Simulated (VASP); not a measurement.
Band structure of Nb (bcc). Computed with r2SCAN+rVV10, VASP's PBE PAW potentials (set 64) (plane waves; VASP).

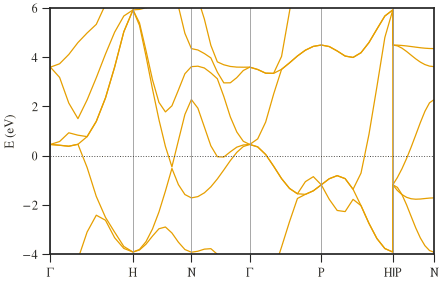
Figure. Bands along high-symmetry lines, zero at the valence-band maximum or, without a gap, the Fermi level

Q: Read the plot: is there a gap, and where are the band edges?

A: It has no gap at this level: it comes out as a metal or semimetal.

The compound is Nb in the bcc structure. It was relaxed first.
